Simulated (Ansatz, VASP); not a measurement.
# AlIn: VASP beside Ansatz, part 2 of 2

Wanted: the spread between two codes on one cell, functional and k mesh. The cell is invented: As first built, before any earlier steps moved the atoms: it takes the Al structure with some of its atoms replaced by other elements, volume scaled by an estimate. It may not be a known or stable phase. The cell comes out of the VASP series on this material, whose earlier steps may have relaxed, scaled or displaced it; both programs get it as it stands.

VASP 6.6.1 and Ansatz 0.2.0.

So far. Step 2 (VASP: band structure, PBE with D3(BJ)): The run ends at a pressure of 0.04 GPa.

## Step 5: VASP: single point, PBE with D3(BJ)

Level of this step: PBE with D3(BJ); plane waves and PAW (In_d, Al); invented cell (VASP).

A single point gives forces, pressure and levels at one fixed geometry, so differences don't come from the geometry; what else differs is listed under the comparison.

Input file INCAR:

```
SYSTEM = AlIn
PREC = Accurate
ENCUT = 400
EDIFF = 1E-06
NELM = 100
ISMEAR = -5
SIGMA = 0.2
LREAL = .FALSE.
ALGO = Normal
GGA = PE
IVDW = 12
NBANDS = 20
LORBIT = 11
LWAVE = .FALSE.
LCHARG = .FALSE.
NEDOS = 2001
```

Input file POSCAR:

```
AlIn
1.0
    1.5700117919      0.9064465109      4.9610481881
   -1.5700117919      0.9064465109      4.9610481881
    0.0000000000     -1.8128930218      4.9610481881
In Al
1 1
Direct
    0.5000000000      0.5000000000      0.5000000000
    0.0000000000      0.0000000000      0.0000000000
```

Input file KPOINTS:

```
Automatic mesh
0
Gamma
11 11 11
0 0 0
```

PAW data sets: In_d and Al (PBE family, release 64).

Run with:

```bash
$ mpirun -np 1 vasp_std
```

Numbers of over 12 decimals in the logs are rounded to 6 here.

Output:

```text
[... set-up lines as in an earlier step ...]
 entering main loop
       N       E                     dE             d eps       ncg     rms          rms(c)
DAV:   1     0.952203390729E+02    0.95220E+02   -0.55897E+03  6108   0.746E+02
DAV:   2     0.392311699224E+00   -0.94828E+02   -0.87330E+02  6160   0.229E+02
DAV:   3    -0.583732097912E+01   -0.62296E+01   -0.61584E+01  7140   0.542E+01
DAV:   4    -0.598696809416E+01   -0.14965E+00   -0.14950E+00  7100   0.784E+00
[...]
DAV:   9    -0.591373213485E+01    0.28608E-03   -0.21600E-04  6520   0.985E-02    0.353E-02
DAV:  10    -0.591373490850E+01   -0.27736E-05   -0.12419E-05  8168   0.237E-02    0.154E-02
DAV:  11    -0.591373558092E+01   -0.67242E-06   -0.10112E-06  4540   0.103E-02
   1 F= -.65857173E+01 E0= -.65857173E+01  d E =0.000000E+00
 -----------------------------------------------------------------------------
|                                                                             |
|           W    W    AA    RRRRR   N    N  II  N    N   GGGG   !!!           |
|           W    W   A  A   R    R  NN   N  II  NN   N  G    G  !!!           |
|           W    W  A    A  R    R  N N  N  II  N N  N  G       !!!           |
|           W WW W  AAAAAA  RRRRR   N  N N  II  N  N N  G  GGG   !            |
|           WW  WW  A    A  R   R   N   NN  II  N   NN  G    G                |
|           W    W  A    A  R    R  N    N  II  N    N   GGGG   !!!           |
|                                                                             |
|     Tetrahedron method does not include variations of the Fermi             |
|     occupations, so forces and stress will be inaccurate. We suggest        |
|     using a different smearing scheme ISMEAR = 1 or 2 for metals in         |
|     relaxations.                                                            |
|                                                                             |
 -----------------------------------------------------------------------------
```

OUTCAR, selected parts (step 5):

```text
 Edisp (eV)   -0.67198

  Total       0.03514     0.03514    -0.00525     0.00000    -0.00000    -0.00000
  in kB       1.32902     1.32902    -0.19863     0.00000    -0.00000    -0.00000
  external pressure =        0.82 kB  Pullay stress =        0.00 kB

 POSITION                                       TOTAL-FORCE (eV/Angst)
 -----------------------------------------------------------------------------------
      0.00000      0.00000      7.44157        -0.000000      0.000000     -0.000000
      0.00000      0.00000      0.00000         0.000000      0.000000      0.000000
 -----------------------------------------------------------------------------------
    total drift:                                0.000000     -0.000000      0.000000

  FREE ENERGIE OF THE ION-ELECTRON SYSTEM (eV)
  ---------------------------------------------------
  free  energy   TOTEN  =        -6.5857172662 eV

  energy  without entropy=       -6.5857172662  energy(sigma->0) =       -6.58571727

[... 1 part as in an earlier step ...]

[... 2 further parts left out ...]
[key lines of the parts left out:]
E-fermi :   8.0098
```

The run ends at a pressure of 0.08 GPa.

## Step 6: Ansatz: single point, PBE with D3(BJ)

The same cell, functional, mesh and smearing now go to Ansatz, which takes its cutoff from its data sets.

The cell comes out of the VASP series on this material, whose earlier steps may have relaxed, scaled or displaced it; both programs get it as it stands.

Input file input.yaml:

```yaml
crystal:
  lattice:
    - [1.5700117919, 0.9064465109, 4.9610481881]
    - [-1.5700117919, 0.9064465109, 4.9610481881]
    - [0.0, -1.8128930218, 4.9610481881]
  atoms:
    - { symbol: In, position: [0.5, 0.5, 0.5] }
    - { symbol: Al, position: [0.0, 0.0, 0.0] }
hamiltonian:
  xc: pbe
  pseudopotentials: { kind: paw }
  dispersion: d3bj
kpoints:
  mp_grid: { grid: [11, 11, 11] }
scf:
  occupations: { method: tetrahedron }
output:
  forces: true
  stress: true
```

Run with:

```bash
$ ansatz run input.yaml --threads 2 --pin off --max-ram 4608MiB --backend cpu --events-out ev --progress --plain --runs-dir out
```

Output:

```text
Warning: output.forces, output.stress, relax.cell or npt_langevin: where a Kohn–Sham band that disperses or a degenerate level is filled in part under the method tetrahedron, the forces or the stress that this run publishes need not agree with its energy (scf.occupations.method in the input reference, under Limitations); prefer a smearing scheme for the forces or the stress
[...]
--- Band table (eV; the first three rows and the last of 146) ---
  k-point 0: bands = [... 4 lower, -4.9005, -0.8037, 5.6983, 5.7473, 18.3208, 18.3208, 20.3149, 20.3149]
  k-point 1: bands = [... 4 lower, -4.9059, -0.6229, 5.5167, 6.2852, 16.4548, 17.6327, 19.2202, 19.4025]
  k-point 2: bands = [... 4 lower, -4.9204, -0.0752, 5.6657, 7.1970, 13.6036, 16.4928, 16.6711, 18.2956]
  k-point 145: bands = [... 4 lower, -4.9049, 0.6352, 1.4222, 13.1315, 13.9646, 16.2943, 17.3610, 18.7704]
[key lines of the parts left out:]
SCF converged after 6 iterations
Free energy (F): -6135.628593 eV
Fermi energy:    9.668158 eV
P = ⅓ Tr σ = 0.1279 GPa (1.279 kbar)
```

Run time: 2.5 s. Hardware: 2 threads of Arm Neoverse V1, shared host; peak memory 0.35 GiB; 4.6 s of CPU time.

The run ends at a pressure of 0.13 GPa.

## Step 7: Comparison

The two programs side by side:

| quantity | Ansatz | VASP | difference |
| --- | --- | --- | --- |
| pressure (GPa) | 0.13 | 0.08 | +0.05 |

Ansatz's pressure holds a Pulay correction of 0.05 GPa; VASP's holds none.

## Step 8: VASP: band structure, PBE with D3(BJ), spin-orbit coupling

The same path points are solved in both programs, so levels can be compared one by one.

Input file INCAR:

```
SYSTEM = AlIn
PREC = Accurate
ENCUT = 400
EDIFF = 1E-06
NELM = 100
ISMEAR = 1
SIGMA = 0.2
LREAL = .FALSE.
ALGO = Normal
GGA = PE
IVDW = 12
LNONCOLLINEAR = .TRUE.
MAGMOM = 0 0 0 0 0 0
NBANDS = 28
GGA_COMPAT = .FALSE.
LASPH = .TRUE.
LSORBIT = .TRUE.
LORBIT = 11
LWAVE = .FALSE.
LCHARG = .FALSE.
```

POSCAR is that of step 5.

Input file KPOINTS:

```
Automatic mesh
0
Gamma
6 6 6
0 0 0
```

Input file KPOINTS_OPT:

```
Line mode
16
Line-mode
Reciprocal
  0.00000000   0.00000000   0.00000000 GAMMA
  0.50000000   0.00000000   0.00000000 L

  0.50000000   0.00000000   0.00000000 L
  0.50000000   0.18892262  -0.18892262 B1

  0.81107738   0.50000000   0.18892262 B
  0.50000000   0.50000000   0.50000000 Z

  0.50000000   0.50000000   0.50000000 Z
  0.00000000   0.00000000   0.00000000 GAMMA

  0.00000000   0.00000000   0.00000000 GAMMA
  0.34446131   0.00000000  -0.34446131 X

  0.65553869   0.34446131   0.00000000 Q
  0.50000000   0.50000000   0.00000000 F

  0.50000000   0.50000000   0.00000000 F
  0.65553869   0.65553869   0.18892262 P1

  0.65553869   0.65553869   0.18892262 P1
  0.50000000   0.50000000   0.50000000 Z

  0.50000000   0.00000000   0.00000000 L
  0.81107738   0.34446131   0.34446131 P
```

Run with:

```bash
$ mpirun -np 1 vasp_ncl
```

Output:

```text
[... set-up lines as in an earlier step ...]
 entering main loop
       N       E                     dE             d eps       ncg     rms          rms(c)
DAV:   1     0.115303468136E+03    0.11530E+03   -0.59396E+03  1816   0.110E+03
DAV:   2     0.338329216084E+01   -0.11192E+03   -0.10645E+03  1824   0.303E+02
DAV:   3    -0.574338908894E+01   -0.91267E+01   -0.89419E+01  2184   0.977E+01
DAV:   4    -0.605377256705E+01   -0.31038E+00   -0.30981E+00  2288   0.180E+01
[...]
DAV:  10    -0.599662817400E+01    0.79870E-04   -0.81766E-05  2520   0.118E-01    0.284E-02
DAV:  11    -0.599662924789E+01   -0.10739E-05   -0.61424E-06  2468   0.317E-02    0.120E-02
DAV:  12    -0.599662950552E+01   -0.25763E-06   -0.30166E-07  1184   0.580E-03
   1 F= -.66686112E+01 E0= -.66677262E+01  d E =-.265503E-02  mag=     0.0000     0.0000    -0.0000
 Start KPOINTS_OPT (optional k-point list driver)
k-point batch [1-32\144]
       N       E                     dE             ncg
DAV:   1     0.257039754189E+04   -0.10402E+05     1800
DAV:   2    -0.107032525331E+04   -0.36407E+04     1844
DAV:   3    -0.135928312899E+04   -0.28896E+03     2096
DAV:   4    -0.136961321328E+04   -0.10330E+02     2348
DAV:   5    -0.137019631465E+04   -0.58310E+00     2652
DAV:   6    -0.137020177821E+04   -0.54636E-02     2308
DAV:   7    -0.137020204287E+04   -0.26465E-03     2608
DAV:   8    -0.137020204724E+04   -0.43713E-05     2008
DAV:   9    -0.137020204747E+04   -0.23101E-06     1252
[...]
k-point batch [129-144\144]
       N       E                     dE             ncg
DAV:   1     0.603695805781E+04   -0.73657E+04      900
DAV:   2     0.422824577827E+04   -0.18087E+04      912
DAV:   3     0.407607532948E+04   -0.15217E+03     1056
DAV:   4     0.407092211272E+04   -0.51532E+01     1164
DAV:   5     0.407059245496E+04   -0.32966E+00     1308
DAV:   6     0.407058966245E+04   -0.27925E-02     1112
DAV:   7     0.407058953533E+04   -0.12713E-03     1276
DAV:   8     0.407058953325E+04   -0.20761E-05     1004
DAV:   9     0.407058953315E+04   -0.10493E-06      624
```

OUTCAR, selected parts (step 8):

```text
 Edisp (eV)   -0.67198

  Total      -0.21801    -0.21801     0.38884     0.00000    -0.00000    -0.00000
  in kB      -8.24567    -8.24567    14.70670     0.00000    -0.00000    -0.00000
  external pressure =       -0.59 kB  Pullay stress =        0.00 kB

 POSITION                                       TOTAL-FORCE (eV/Angst)
 -----------------------------------------------------------------------------------
      0.00000      0.00000      7.44157         0.000000     -0.000000     -0.000000
      0.00000      0.00000      0.00000         0.000000      0.000000      0.000000
 -----------------------------------------------------------------------------------
    total drift:                               -0.000000     -0.000000      0.000000

  FREE ENERGIE OF THE ION-ELECTRON SYSTEM (eV)
  ---------------------------------------------------
  free  energy   TOTEN  =        -6.6686111908 eV

  energy  without entropy=       -6.6659561616  energy(sigma->0) =       -6.66772618

 magnetization (x)
# of ion       s       p       d       tot
------------------------------------------
    1        0.000   0.000   0.000   0.000
    2       -0.000  -0.000   0.000  -0.000
--------------------------------------------------
tot         -0.000  -0.000   0.000  -0.000

 magnetization (y)
# of ion       s       p       d       tot
------------------------------------------
    1        0.000   0.000   0.000   0.000
    2        0.000   0.000   0.000   0.000
--------------------------------------------------
tot          0.000   0.000   0.000   0.000

 magnetization (z)
# of ion       s       p       d       tot
------------------------------------------
    1        0.000   0.000   0.000   0.000
    2        0.000   0.000   0.000   0.000
--------------------------------------------------
tot          0.000   0.000   0.000   0.000

[... 1 part as in an earlier step ...]

[... 2 further parts left out ...]
[key lines of the parts left out:]
E-fermi :   7.9544
```

The run ends at a pressure of -0.06 GPa.

## Step 9: Ansatz: band structure, PBE with D3(BJ), spin-orbit coupling

The same cell, functional, mesh and smearing now go to Ansatz, which takes its cutoff from its data sets.

The cell comes out of the VASP series on this material, whose earlier steps may have relaxed, scaled or displaced it; both programs get it as it stands.

Input file input.yaml:

```yaml
crystal:
  lattice:
    - [1.5700117919, 0.9064465109, 4.9610481881]
    - [-1.5700117919, 0.9064465109, 4.9610481881]
    - [0.0, -1.8128930218, 4.9610481881]
  atoms:
    - { symbol: In, position: [0.5, 0.5, 0.5] }
    - { symbol: Al, position: [0.0, 0.0, 0.0] }
hamiltonian:
  xc: pbe
  pseudopotentials: { kind: paw_fr }
  dispersion: d3bj
magnetization:
  noncollinear: true
  spin_orbit: true
kpoints:
  mp_grid: { grid: [6, 6, 6] }
  band_path:
    path:
      - [0.0, 0.0, 0.0]
      - [0.13333, 0.0, 0.0]
      - [0.3, 0.0, 0.0]
      - [0.46667, 0.0, 0.0]
      - [0.5, 0.03778, -0.03778]
      - [0.5, 0.10076, -0.10076]
      - [0.5, 0.16373, -0.16373]
      - [0.7696, 0.5, 0.2304]
      - [0.66591, 0.5, 0.33409]
      - [0.56222, 0.5, 0.43778]
      - [0.46667, 0.46667, 0.46667]
      - [0.3, 0.3, 0.3]
      - [0.13333, 0.13333, 0.13333]
      - [0.0, 0.0, 0.0]
      - [0.11482, 0.0, -0.11482]
      - [0.20668, 0.0, -0.20668]
      - [0.3215, 0.0, -0.3215]
      - [0.62443, 0.37557, 0.0]
      - [0.57258, 0.42742, 0.0]
      - [0.52074, 0.47926, 0.0]
      - [0.52074, 0.52074, 0.02519]
      - [0.57258, 0.57258, 0.08816]
      - [0.62443, 0.62443, 0.15114]
      - [0.64517, 0.64517, 0.20966]
      - [0.59332, 0.59332, 0.31335]
      - [0.54148, 0.54148, 0.41705]
      - [0.5, 0.0, 0.0]
      - [0.60369, 0.11482, 0.11482]
      - [0.70738, 0.22964, 0.22964]
      - [0.81108, 0.34446, 0.34446]
    npoints: 1
scf:
  occupations: { method: methfessel_paxton, width: 0.2 }
  n_extra_bands: 14
output:
  forces: true
  stress: true
  eigenvalues: true
```

Run with:

```bash
$ ansatz run input.yaml --threads 2 --pin off --max-ram 4608MiB --backend cpu --events-out ev --progress --plain --runs-dir out
```

Output:

```text
[...]
non-collinear run that drives no moment, with spin-orbit: no starting moment large enough to seed its density (crystal.atoms[].spin), no starting occupations that ask for one, no magnetisation constraint and no magnetic field, so the semilocal B_xc is pinned to zero
Crystal: 2 atoms, lattice volume = 42.361 Å³
[...]
k-point 1: bands = [... 12 lower, 5.6131, 5.6131, 7.0170, 7.0170, 14.0725, 14.0725, 16.7819, 16.7819, ... 10 higher]
  k-point 2: bands = [... 12 lower, 6.6678, 6.6678, 8.8683, 8.8683, 9.6716, 9.6716, 12.4471, 12.4471, ... 10 higher]
  k-point 31: bands = [... 12 lower, 1.2183, 1.2183, 13.0252, 13.0252, 13.7613, 13.7613, 18.7256, 18.7256, ... 10 higher]
[key lines of the parts left out:]
SCF converged after 8 iterations
Magnetization: |M| = 0.0000 μB,  M = (+0.0000, +0.0000, +0.0000) μB
Free energy (F): -6137.598546 eV
Fermi energy:    9.612547 eV
P = ⅓ Tr σ = -0.0272 GPa (-0.272 kbar)
```

Run time: 8 s. Hardware: 2 threads; peak memory 0.42 GiB.

## Step 10: Differences

What differs besides the data sets and the points named for the pairs above, as far as they apply: spin-orbit coupling enters by fully relativistic files in Ansatz and inside the spheres in VASP. Total energies have different zeros and are not compared.

Both answers:

| quantity | Ansatz | VASP | difference |
| --- | --- | --- | --- |
| pressure (GPa) | -0.03 | -0.06 | +0.03 |

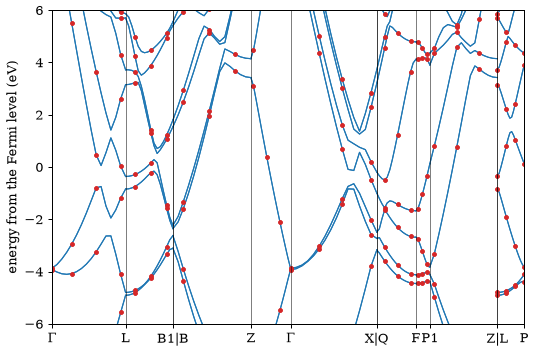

Bands from VASP (lines) and levels from Ansatz (dots). Dots without a line are higher empty bands that the VASP plot leaves out.

Levels from 3 eV below to 2 eV above the Fermi level differ by 2 meV r.m.s. and 5 meV at most; each VASP level is matched to the nearest of Ansatz, which flatters the figure a little. Ansatz's pressure holds a Pulay correction of 0.05 GPa; VASP's holds none.

## Step 11: Outcome

| Property | Result |
| --- | --- |
| r.m.s. difference of levels near the Fermi level (band structure, PBE with D3(BJ)) | 0.98 meV |
| difference in pressure (single point, PBE with D3(BJ)) | 0.046 GPa |
| r.m.s. difference of levels near the Fermi level (band structure, PBE with D3(BJ), spin-orbit coupling) | 1.7 meV |

The difference in pressure is 0.046 GPa (single point, PBE with D3(BJ)), within the 1 GPa picked in this series as the mark of a large difference. How closely two codes agree says nothing of how well the functional describes the real material.

[Lines on the potential files, build, host, timing and source positions are cut from VASP's logs without a mark.]

[Logs are printed without paths, hosts, clocks, repeated set-up lines and the standing remarks that a program may print on its own settings, such as how far it seeks lower states.]

[Hosts, paths, dates, database ids (printed as entryN), source tags and the programs' standing remarks are cut or masked in the printed files.]
